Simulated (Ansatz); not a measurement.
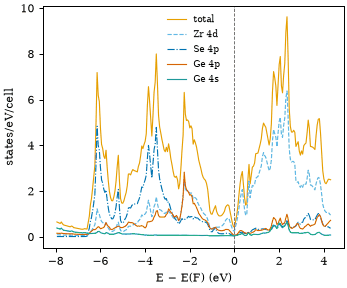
Total and projected density of states of ZrGeSe in space group P4/nmm (No. 129; Zr on 2c, Ge on 2a, Se on 2c), the program Ansatz at the PBEsol level (PAW)

**Question.** Which orbitals carry the states next to the Fermi level?

**Answer.** Within 0.5 eV of the Fermi level: Zr 4d 65 %, Ge 4p 15 %, Se 4p 9 %. Projections are on Löwdin-orthogonalised atomic valence shells; empty p or d shells of many metals are not among them.

**Question.** Where is the tallest occupied peak in this window, and what makes it?

**Answer.** Near -3.5 eV, about 8.0 states/eV per cell; the largest projected share is Se 4p.

The first step of the workflow began from a Materials Project structure, measured or hypothetical; the Crystallography Open Database files this formula in space group No. 129, but the cells were not matched. Its standing as an ambient phase is unchecked. The cell was relaxed with PBEsol under the symmetry of its start; whether a distortion lowers the energy is not shown. The run is not spin-polarised. Scalar-relativistic: spin–orbit coupling is off unless named, which matters more the heavier the elements.

Potentials: the later of the program's two PAW sets.
